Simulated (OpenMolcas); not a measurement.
## Run report: Al2H4 (charge −1), geometry relaxation (part 2 of 4)

Continued. System: Al2H4, charge −1, multiplicity 2. Method: HF/ANO-XS-MB, UHF, BSS, PCM solvent chlorobenzene (OpenMolcas 26.06). The run did not end well. The geometry comes from this level: GFN2-xTB. The run did not end well; see the last part.

Geometry of the input (Å):
```
Al -0.8541  -0.9475  0.0105
Al 0.4499  1.1689  0.2433
H  -2.1960  -1.7681  0.2746
H  0.3663  -1.6390  -0.7642
H  1.6916  0.5121  -0.5277
H  0.5423  2.6737  0.7635
```

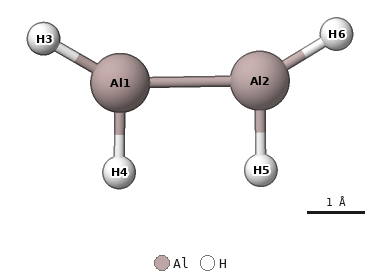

**Figure 1.** The input geometry (ball-and-stick view, seen on its broad side; atoms are numbered from 1 in the order of the input). Sticks mark near contacts.

What the program printed, continued:
```
++    Natural Bond Order analysis
      ---------------------------
      Based on LoProp computed density
      -------------------------------------------------------------------------------------
      Atom A       Atom B       Bond Order
      -------------------------------------------------------------------------------------
      NBO located      0.994 non-bonded electrons on atom AL1
      NBO located      1.000 non-bonded electrons on atom AL1
      NBO located      1.000 non-bonded electrons on atom AL1
      NBO located      0.999 non-bonded electrons on atom AL1
      NBO located      0.998 non-bonded electrons on atom AL1
      NBO located      0.994 non-bonded electrons on atom AL2
      NBO located      0.998 non-bonded electrons on atom AL2
      NBO located      1.000 non-bonded electrons on atom AL2
      NBO located      0.999 non-bonded electrons on atom AL2
      NBO located      1.000 non-bonded electrons on atom AL2
      The remaining    7.452 electrons are to be considered as diffuse
--

++    Molecular orbitals:
      -------------------

      Title: Natural orbitals

      Molecular orbitals for symmetry species 1: a

          Orbital            1         2         3         4         5         6         7         8         9        10
          Energy          -58.4749  -58.4725   -4.7991   -4.7969   -3.0805   -3.0911   -3.0758   -3.0898   -3.0883   -3.0890
          Occ. No.          2.0000    2.0000    2.0000    2.0000    2.0000    2.0000    2.0000    2.0000    2.0000    2.0000

          Orbital           11        12        13        14        15        16        17        18        19        20
          Energy           -0.2419   -0.2196   -0.2963   -0.4264   -0.3850   -0.0110    0.4115    0.4817    0.5114    0.5981
          Occ. No.          2.0000    1.9997    1.9996    1.9994    1.9992    1.0000    0.0008    0.0006    0.0004    0.0003

          Orbital           21        22
          Energy            0.1969    0.5182
          Occ. No.          0.0000    0.0000

--

++    Molecular properties:
      ---------------------

      Charge (e):
                      =   -1.0000
      Dipole Moment (debye):
      Origin of the operator (angstrom)=   -0.1810    0.0991    0.1137
                   X=  1.2747E+00               Y= -7.0972E-01               Z= -8.5461E-01           Total=  1.6908E+00
      Center of Charge (angstrom)
                     X=   -0.44642055               Y=    0.24689502               Z=    0.29158974
      Quadrupole Moment (debye*angstrom):
      Origin of the operator (angstrom)=   -0.1810    0.0991    0.1137
                  XX= -4.6446E+01              XY= -4.3171E+00              XZ=  8.4806E-01              YY= -5.0503E+01
                  YZ= -1.9647E+00              ZZ= -4.1159E+01
      In traceless form (debye*angstrom)
                  XX= -6.1549E-01              XY= -6.4757E+00              XZ=  1.2721E+00              YY= -6.6999E+00
                  YZ= -2.9471E+00              ZZ=  7.3154E+00
--

--- Stop Module: scf /rc=_RC_ALL_IS_WELL_ ---
--- Module scf spent 2 seconds ---

--- Start Module: slapaf ---

                                              &SLAPAF

                       available to each process: 1.9 GB of memory, 1 thread

--- Stop Module: slapaf /rc=_RC_INVOKED_OTHER_MODULE_ ---

--- Start Module: alaska ---

                                              &ALASKA

                       available to each process: 1.9 GB of memory, 1 thread

                     Threshold for contributions to the gradient: 1.000E-07

                    ********************************************
                    * Symmetry Adapted Cartesian Displacements *
                    ********************************************

           Irreducible representation : a
           Basis function(s) of irrep: x, y, xy, Rz, z, xz, Ry, yz, Rx, I

 Basis Label        Type   Center Phase
   1   AL1          x         1     1
   2   AL1          y         1     1
   3   AL1          z         1     1
   4   AL2          x         2     1
   5   AL2          y         2     1
   6   AL2          z         2     1
   7   H3           x         3     1
   8   H3           y         3     1
   9   H3           z         3     1
  10   H4           x         4     1
  11   H4           y         4     1
  12   H4           z         4     1
  13   H5           x         5     1
  14   H5           y         5     1
  15   H5           z         5     1
  16   H6           x         6     1
  17   H6           y         6     1
  18   H6           z         6     1

                     No automatic utilization of translational and rotational invariance of the energy is employed.

 RI-ERI gradients!

 **************************************************
 *              Molecular gradients               *
 **************************************************

  Irreducible representation: a
 ------------------------------------------------------------------------------------------
                              X                       Y                       Z
 ------------------------------------------------------------------------------------------
  AL1               5.04854289443593E-02   -1.89929963732570E-01   -1.32411143328782E-01
  AL2               2.48361305073532E-01    1.32728108266002E-01   -1.04370780382473E-01
  H3                2.73601943258885E-01   -3.71811691733157E-02   -1.05092922599204E-01
  H4               -2.39891456987102E-01   -8.70786263825304E-02    6.08586468451295E-01
  H5               -2.59372592926111E-01   -9.58019498407634E-02    7.57905396149198E-01
  H6                1.27409941658174E-01   -2.85815246414006E-01   -1.63552619147571E-01
 ------------------------------------------------------------------------------------------

--- Stop Module: alaska /rc=_RC_ALL_IS_WELL_ ---

--- Start Module: slapaf ---

                                              &SLAPAF

                       available to each process: 1.9 GB of memory, 1 thread

++       Slapaf input parameters:
         ------------------------

 Maximum number of iterations:                50
 Convergence test a la Schlegel.
 Convergence criterion on gradient/para.<=: 3.0E-04
 Convergence criterion on step/parameter<=: 3.0E-04
 Convergence criterion on energy change <=: 0.0E+00
 Parameters for step-restricted optimization
 Maximum step length (initial seed):       3.00E-01

 -RFO activated with parameters:
   Maximum number of data points used in RFO:      5
 Line search is performed

 -Optimization for minimum.
  Optimization method: RS-RFO.

 -Initial Hessian guessed by Hessian Model Function (HMF).
  HMF augmented with weak interactions.

 -Hessian update method: Broyden-Fletcher-Goldfarb-Shanno
  Maximum number of points in Hessian update:  5

 -Relaxation will be done on non-redundant internal coordinates, based on
  force constant weighted redundant internal coordinates.

--

 ******************************************
 * Statistics of the internal coordinates *
 ******************************************
 Translations and Rotations:         0
 Bonds                     :         5
 Angles                    :         8
 Torsions                  :         4
 Out-of-plane angles       :         6

**********************************************************************************************************************
*                                    Energy Statistics for Geometry Optimization                                     *
**********************************************************************************************************************
                       Energy     Grad      Grad              Step                 Estimated   Geom       Hessian
Iter      Energy       Change     Norm      Max    Element    Max     Element     Final Energy Update Update   Index
  1   -487.24132807  0.00000000 0.927416  0.728914 nrc006   0.141051* nrc006     -487.35605671 RS-RFO  None      0

       +----------------------------------+----------------------------------+
       +    Cartesian Displacements       +    Gradient in internals         +
       +  Value      Threshold Converged? +  Value      Threshold Converged? +
 +-----+----------------------------------+----------------------------------+
 + RMS + 1.7099E-01  1.2000E-03     No    + 2.6772E-01  3.0000E-04     No    +
 +-----+----------------------------------+----------------------------------+
 + Max + 2.2661E-01  1.8000E-03     No    + 7.2891E-01  4.5000E-04     No    +
 +-----+----------------------------------+----------------------------------+

 Convergence not reached yet!

*****************************************************************************************************************
*****************************************************************************************************************

++ Geometry section

********************************************************************************
  Geometrical information of the new structure
********************************************************************************

 *********************************************************
 * Nuclear coordinates for the next iteration / bohr     *
 *********************************************************
  ATOM              X               Y               Z
  AL1             -1.594099       -1.822801        0.006162
  AL2              0.903412        2.145820        0.454796
  H3              -4.281162       -3.177586        0.600945
  H4               0.763783       -3.205548       -1.477488
  H5               3.389836        1.035495       -1.091817
  H6               0.818211        5.024638        1.507401

 *********************************************************
 * Nuclear coordinates for the next iteration / angstrom *
 *********************************************************
  ATOM              X               Y               Z
  AL1             -0.843561       -0.964585        0.003261
  AL2              0.478065        1.135519        0.240668
  H3              -2.265493       -1.681506        0.318006
  H4               0.404177       -1.696303       -0.781853
  H5               1.793824        0.547961       -0.577765
  H6               0.432978        2.658924        0.797682

                    ***************************************
                    *    InterNuclear Distances / bohr    *
                    ***************************************

               1 AL1           2 AL2           3 H3            4 H4            5 H5
    1 AL1      0.000000
    2 AL2      4.710498        0.000000
    3 H3       3.067494        7.432350        0.000000
    4 H4       3.110115        5.691253        5.456385        0.000000
    5 H5       5.849361        3.131635        8.914018        5.003134        0.000000
    6 H6       7.413527        3.066403        9.700606        8.754913        5.411326

               6 H6
    6 H6       0.000000

                    *******************************************
                    *    InterNuclear Distances / angstrom    *
                    *******************************************

               1 AL1           2 AL2           3 H3            4 H4            5 H5
    1 AL1      0.000000
    2 AL2      2.492688        0.000000
    3 H3       1.623248        3.933030        0.000000
    4 H4       1.645802        3.011682        2.887395        0.000000
    5 H5       3.095348        1.657190        4.717095        2.647544        0.000000
    6 H6       3.923069        1.622671        5.133339        4.632900        2.863550

               6 H6
    6 H6       0.000000
--
--- Stop Module: slapaf /rc=_RC_CONTINUE_LOOP_ ---

>>> END DO

--- Start Module: seward ---
 ###############################################################################
 ###    WARNING:  EXPERT option is ON!                                       ###
 ###############################################################################
--- Stop Module: seward /rc=_RC_ALL_IS_WELL_ ---

--- Start Module: scf ---
--- Stop Module: scf /rc=_RC_ALL_IS_WELL_ ---
--- Module scf spent 1 second ---

--- Start Module: slapaf ---
--- Stop Module: slapaf /rc=_RC_INVOKED_OTHER_MODULE_ ---

--- Start Module: alaska ---
--- Stop Module: alaska /rc=_RC_ALL_IS_WELL_ ---

--- Start Module: slapaf ---

**********************************************************************************************************************
*                                    Energy Statistics for Geometry Optimization                                     *
**********************************************************************************************************************
                       Energy     Grad      Grad              Step                 Estimated   Geom       Hessian
Iter      Energy       Change     Norm      Max    Element    Max     Element     Final Energy Update Update   Index
  1   -487.24132807  0.00000000 0.927416  0.728914 nrc006   0.141051* nrc006     -487.35605671 RS-RFO  None      0
  2   -487.63046548 -0.38913741 2.466055  2.032121 nrc011   0.101887* nrc011     -487.85387021 RS-RFO  BFGS      0(1)

       +----------------------------------+----------------------------------+
       +    Cartesian Displacements       +    Gradient in internals         +
       +  Value      Threshold Converged? +  Value      Threshold Converged? +
 +-----+----------------------------------+----------------------------------+
 + RMS + 9.4942E-02  1.2000E-03     No    + 7.1189E-01  3.0000E-04     No    +
 +-----+----------------------------------+----------------------------------+
 + Max + 1.4252E-01  1.8000E-03     No    + 2.0321E+00  4.5000E-04     No    +
 +-----+----------------------------------+----------------------------------+

 Convergence not reached yet!

*****************************************************************************************************************
*****************************************************************************************************************

++ Geometry section

********************************************************************************
  Geometrical information of the new structure
********************************************************************************

 *********************************************************
 * Nuclear coordinates for the next iteration / bohr     *
 *********************************************************
  ATOM              X               Y               Z
  AL1             -1.581207       -1.820669       -0.009738
  AL2              0.931318        2.121739        0.481550
  H3              -4.346216       -3.110104        0.582743
  H4               0.850982       -3.228492       -1.398146
  H5               3.398661        1.015286       -1.227621
  H6               0.746443        5.022258        1.571212

 *********************************************************
 * Nuclear coordinates for the next iteration / angstrom *
 *********************************************************
  ATOM              X               Y               Z
  AL1             -0.836739       -0.963456       -0.005153
  AL2              0.492832        1.122776        0.254825
  H3              -2.299918       -1.645796        0.308374
  H4               0.450320       -1.708444       -0.739867
  H5               1.798494        0.537266       -0.649629
  H6               0.395001        2.657664        0.831450

--
--- Stop Module: slapaf /rc=_RC_CONTINUE_LOOP_ ---

>>> END DO
```
